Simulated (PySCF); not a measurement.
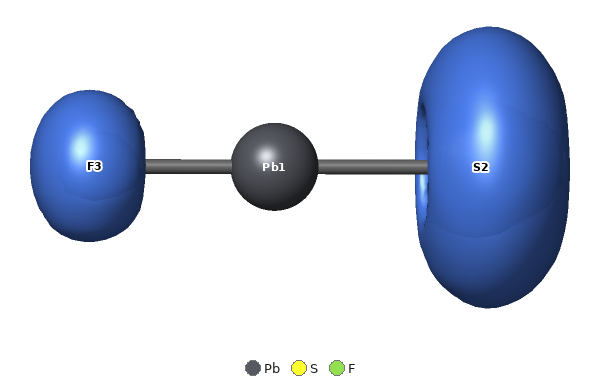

FPbS (charge +1). Isosurface of the ELF at 0.75 (blue), seen from one side. Core shells and regions of very low density are left out.

Core potentials replace the inner electrons of Pb.

These are results of RKS PBE0, Pb def2-SVP with ECP60, S def2-SVP, F def2-SVP; non-relativistic Hamiltonian with scalar-relativistic core potentials where named; density fitting (PySCF 2.14.0), not measurements.

Input

```
mol = gto.M(atom='''
Pb    -0.12886     0.00000     0.37645
S      2.13152     0.00000     0.47273
F     -2.09445     0.00000     0.29330''',
    basis={'Pb': 'def2-SVP', 'S': 'def2-SVP', 'F': 'def2-SVP'},
    ecp={'Pb': 'def2-SVP'},
    charge=1, spin=0)
mf = dft.RKS(mol, xc='PBE0')
mf.grids.atom_grid = (75, 302)  # f atoms: at least (60, 302), unpruned
mf = mf.density_fit()  # Pb def2-universal-JKFIT, S def2-universal-JKFIT, F def2-universal-JKFIT
mf.conv_tol = 1e-09; mf.max_cycle = 55
mf.kernel(dm0)
```

Command:

```sh
OMP_NUM_THREADS=2 python run.py
```

Question: Where are the electrons localised?

Answer: The surface consists of one region wrapped around F (its valence shell) and one region wrapped around S (its valence shell). Profiles from the grid: Pb–F (1.97 Å): the ELF peaks at about 0.75 in the valence shell of F, 0.5 Å from its nucleus, and drops to about 0.20 between the two atoms. Pb–S (2.26 Å): the ELF is about 0.40 at the midpoint.
